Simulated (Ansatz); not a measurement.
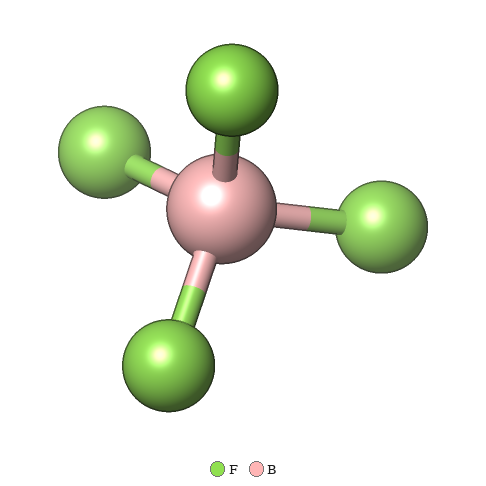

The picture shows the input geometry.

Ansatz 0.2.0 input:

```yaml
crystal:
  periodic: [false, false, false]
  atoms:
    - {symbol: F, position_ang: [-0.057100, -0.040188, 1.404040]}
    - {symbol: B, position_ang: [0.000017, 0.000013, 0.000056]}
    - {symbol: F, position_ang: [0.948896, -0.931038, -0.457245]}
    - {symbol: F, position_ang: [-1.262527, -0.319066, -0.529668]}
    - {symbol: F, position_ang: [0.370724, 1.290270, -0.417182]}
basis:
  gaussian: {orbitals: "def2-TZVPPD.json"}
total_charge: -1
hamiltonian: {xc: {name: B3LYP}, dispersion: d4}
```

It was started with:

```sh
ansatz run in.yaml --threads 2 --pin off --events-out ev --progress --plain --max-ram 4352MiB
```

Output:

```
Functional definition: B3LYP
  name "B3LYP"
  cite "Stephens, Devlin, Chabalowski & Frisch, J. Phys. Chem. 98, 11623 (1994) doi:10.1021/j100096a001"
  cite "Becke, Phys. Rev. A 38, 3098 (1988) doi:10.1103/PhysRevA.38.3098"
  cite "Lee, Yang & Parr, Phys. Rev. B 37, 785 (1988) doi:10.1103/PhysRevB.37.785"
  cite "Vosko, Wilk & Nusair, Can. J. Phys. 58, 1200 (1980) doi:10.1139/p80-159"
  parameter a0 = 0.2
  parameter ax = 0.72
  parameter ac = 0.81
  exchange = (1 - a0 - ax)*slater_x + ax*b88_x + a0*exact_x
  correlation = (1 - ac)*vwn_rpa_c + ac*lyp_c
953 factors; their error is unknown
mean field evaluation 1: about -11557.1989 eV, gradient 1.9e1 eV
mean field evaluation 2: about -11556.8812 eV, gradient 2.6e1 eV
mean field evaluation 4: about -11557.7154 eV, gradient 4.4e-1 eV
mean field evaluation 8: about -11557.7406 eV, gradient 2.2e-3 eV
mean field -11557.74059064 eV, -424.7391325881 hartree, gradient 5.2e-5 eV, S^2 0.000000; 0 other end points of the search recorded, 0 dependent functions left out
reference -11557.74084414 eV, -424.7391419040 hartree; 21, 21 occupied and 176, 176 virtual orbitals, 953 factors
Total energy: -11557.85387545 eV, -424.7432957282 hartree
```
